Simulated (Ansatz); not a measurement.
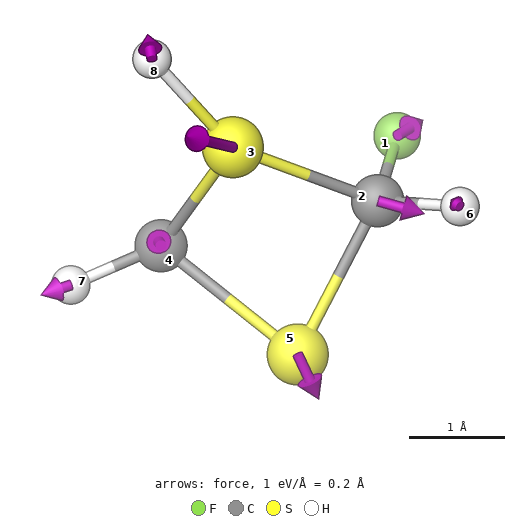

Starting geometry of C$_{2}$H$_{3}$FS$_{2}$ with the computed forces as purple arrows. A ball-and-stick model, seen at a tilt.

The run prepares an end point of a later path (hydrogen shift) calculation, from a guessed geometry.

Level of theory: RKS PBE0/6-31G in Ansatz. (no spin polarisation; force threshold 0.02 eV/Å; at most 50 steps)

> Is this structure relaxed? If not, where do the atoms go?

It isn't relaxed: the largest force vector, on S3, is 5.88 eV/Å. The final displacements follow the starting forces only in part (cosine between the two patterns 0.30). H8 moves most after the best rigid fit: 0.92 Å. By element the largest moves are H 0.92 Å, F 0.50 Å, S 0.42 Å, C 0.29 Å. Among the contacts that change: S3–C4 1.802 → 2.206 Å, S3–S5 2.521 → 2.878 Å, C4–S5 1.849 → 2.029 Å, C2–S3 1.798 → 1.931 Å. Bond angles that change, for instance: C2–S3–H8 155.3° → 98.0°, S5–C4–H7 116.2° → 100.9°, S3–C2–S5 87.5° → 99.8°. Groups turn about C2–S3 by about 50°, C4–S5 by about 30°. The energy falls by 242.0 kJ/mol in 13 geometry steps. Largest force component: 5.1 eV/Å at the start, 0.0081 eV/Å at the end.
